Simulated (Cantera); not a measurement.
A closed system holds: 1 mol SiHCl₃, 10 mol NH₃, 2.6 mol N₂, at 0.0170 bar.

Equilibrium computed with Cantera from the NASA thermochemical tables; the gas is ideal and each condensed phase is pure. Candidate condensed phases: NH₄Cl, Si, Si₃N₄; 28 gas species. The tables' values for SiCl, SiCl₃, SiN are old estimates; treat these amounts as uncertain. Gases not in the tables: Si₂H₆ and higher silanes. Equilibrium is a limit: real reactors are often held back by kinetics, nucleation or transport.

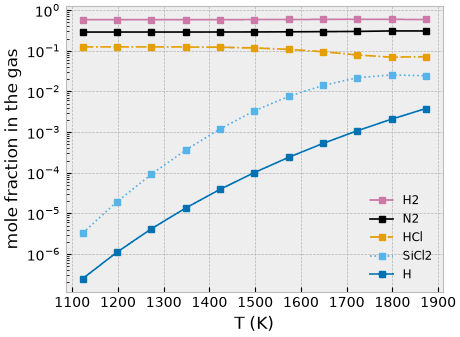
Fig. 1. Equilibrium gas composition (values under 1e-9 drawn at 1e-9)

### Question
Read off the mole fractions at 1873 K.

### Answer
H₂ about 0.59, N₂ about 0.31, HCl about 0.072, SiCl₂ about 0.024, H about 0.0038.
